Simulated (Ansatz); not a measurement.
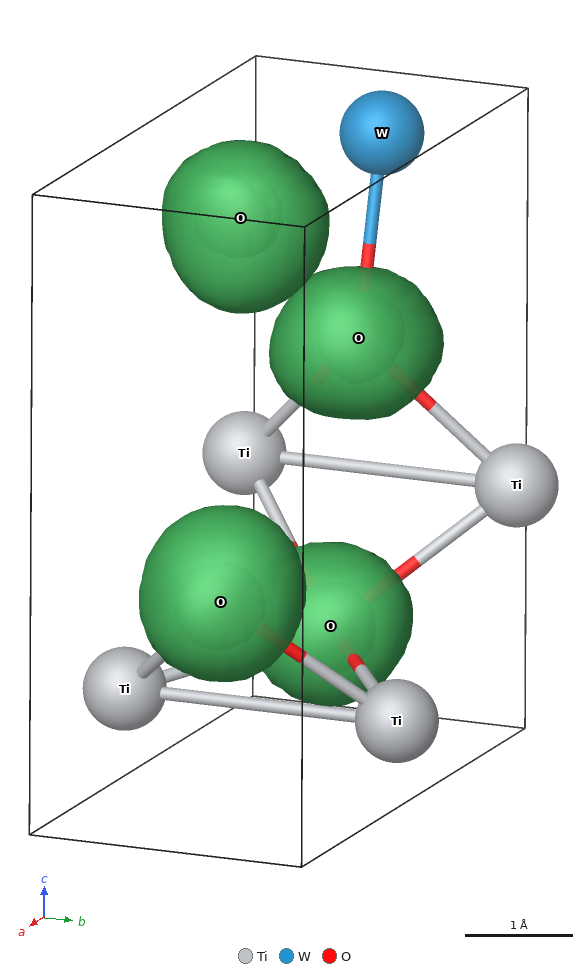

Ti2WO4. Isosurface of the ELF at 0.75 (green), seen slightly off an axis. Only the valence region is drawn (cores and ρ < 0.01 e/Å³ removed). Sticks mark near contacts.

Space group Pm; a generated structure, not necessarily the stable one; changed on purpose from its base cell (volume × 1.10, shape and atoms relaxed); computed pressure about −8 GPa in this cell; computed without spin polarisation.

The calculation used Ansatz, DFT PBE, scalar-relativistic, plane waves, PAW.

Core electrons are frozen (PAW), and the valence fields are smoothed inside the atomic spheres.

Input file:

```
crystal:
  lattice:
    - [5.2396296098, 0.0, 0.0370652528]
    - [0.0, 2.817006666, 0.0]
    - [-0.1985652312, 0.0, 6.1574089755]
  atoms:
    - { symbol: Ti, position: [0.5715340291, 0.0, 0.135346256] }
    - { symbol: Ti, position: [0.0447955531, 0.0, 0.3930752484] }
    - { symbol: W, position: [0.0383124275, 0.5, 0.9106251491] }
    - { symbol: O, position: [0.2608969138, 0.5, 0.191819313] }
    - { symbol: O, position: [0.7550216602, 0.5, 0.3410968456] }
    - { symbol: O, position: [0.6663550014, 0.5, 0.9127540866] }
    - { symbol: O, position: [0.1630844149, 0.5, 0.6152831014] }
basis:
  ecutwfc: 420
kpoints:
  mp_grid: { grid: [6, 12, 6] }
hamiltonian:
  xc: pbe
scf:
  occupations: { method: gaussian, width: 0.1 }
output:
  forces: true
  stress: true
  eigenvalues: true
  write_density: true
  write_potential: true
  elf: true
  volumetric_format: npy
relax:
  adjacent_minimum: "off"
  f_tol: 0.01
  max_steps: 30
  cell: { stress_tol: 0.1, fix: [volume] }
```

Launched as:

```sh
ansatz run input.yaml --threads 1 --pin off --max-ram 2560MiB --backend cpu --events-out ev --progress --plain --runs-dir out
```

Below, planes, directions and counts refer to the conventional cell (a = 5.24 Å, b = 2.79 Å, c = 6.23 Å, α = 90.00°, β = 90.66°, γ = 90.00°).

The fields are those of the relaxed geometry.

Identify the bonds, lone pairs and shells in this picture.

At this value the surface marks out four regions wrapped around O (the valence shell of each), counted in one cell of 7 atoms. Any copies at cell faces, edges or corners count once.

Values along the shortest contacts:
W–O (1.93 Å): the ELF peaks at about 0.80 in the valence shell of O, 0.6 Å from its nucleus, and drops to about 0.25 between the two atoms. Ti–O (2.02 Å): the ELF peaks at about 0.85 in the valence shell of O, 0.6 Å from its nucleus, and is about 0.20 at the midpoint; no shared electron pair shows on this line.
